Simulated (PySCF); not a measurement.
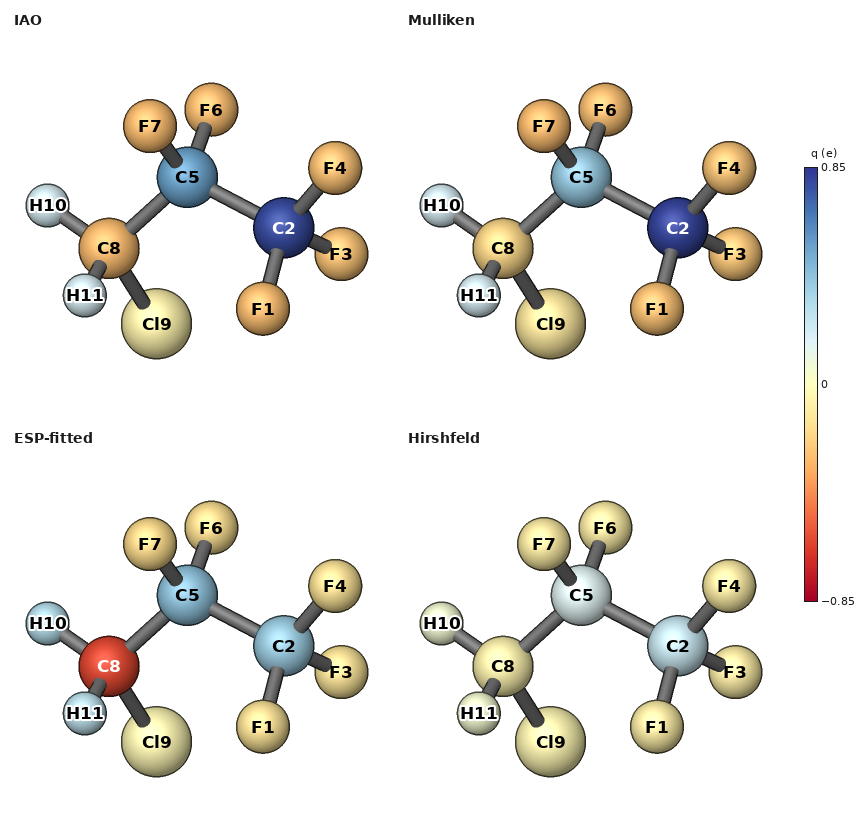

Atomic charges of one calculation by 4 schemes, on one colour scale. The computed structure is the end point of a GFN2-xTB optimisation. No frequency run is at hand to confirm it as a minimum. Level of theory: PBE0/pcSseg-1 (PySCF 2.14.0).

On which atom do the schemes disagree most?

On C2 (from 0.24 to 0.81 e).

List the charges (e), one line for each set of equivalent atoms.

```json
{"atom": "F1", "IAO": "−0.28", "Mulliken": "−0.26", "ESP-fitted": "−0.13", "Hirshfeld": "−0.08"}
{"atom": "C2", "IAO": "0.78", "Mulliken": "0.81", "ESP-fitted": "0.38", "Hirshfeld": "0.24"}
{"atom": "F3", "IAO": "−0.26", "Mulliken": "−0.24", "ESP-fitted": "−0.13", "Hirshfeld": "−0.08"}
{"atom": "F4", "IAO": "−0.26", "Mulliken": "−0.25", "ESP-fitted": "−0.14", "Hirshfeld": "−0.08"}
{"atom": "C5", "IAO": "0.53", "Mulliken": "0.40", "ESP-fitted": "0.42", "Hirshfeld": "0.16"}
{"atom": "F6", "IAO": "−0.27", "Mulliken": "−0.27", "ESP-fitted": "−0.16", "Hirshfeld": "−0.09"}
{"atom": "F7", "IAO": "−0.28", "Mulliken": "−0.28", "ESP-fitted": "−0.18", "Hirshfeld": "−0.09"}
{"atom": "C8", "IAO": "−0.28", "Mulliken": "−0.19", "ESP-fitted": "−0.61", "Hirshfeld": "−0.06"}
{"atom": "Cl9", "IAO": "−0.06", "Mulliken": "−0.11", "ESP-fitted": "−0.04", "Hirshfeld": "−0.04"}
{"atom": "H10", "IAO": "0.19", "Mulliken": "0.19", "ESP-fitted": "0.30", "Hirshfeld": "0.06"}
{"atom": "H11", "IAO": "0.19", "Mulliken": "0.19", "ESP-fitted": "0.27", "Hirshfeld": "0.06"}
```
